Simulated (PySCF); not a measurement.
C3H7BO3, SMILES CC(=O)CB(O)O, singlet, GFN2-xTB optimised geometry. Atoms within 1.6 Å of the plane z = 1.5 Å (x, y, z in Å): C1 (-0.66, -1.31, -0.05), C2 (0.14, -0.04, 0.00), O3 (1.36, -0.04, 0.00), C4 (-0.64, 1.24, 0.00), H9 (0.00, -2.17, -0.08), H10 (-1.30, -1.37, 0.82), H11 (-1.71, 1.06, -0.02), H12 (-0.39, 1.79, 0.91).

Method: B3LYP/def2-TZVP in PySCF.

Map of the LUMO amplitude (bohr^(-3/2)) on the plane z = 1.5 Å; orbital energy -0.88 eV, overall sign arbitrary:

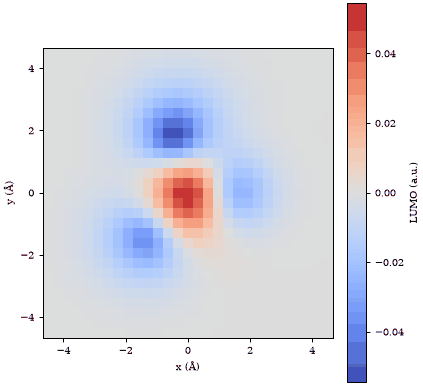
Figure. LUMO amplitude (bohr^(-3/2)) on the plane z = 1.5 Å.
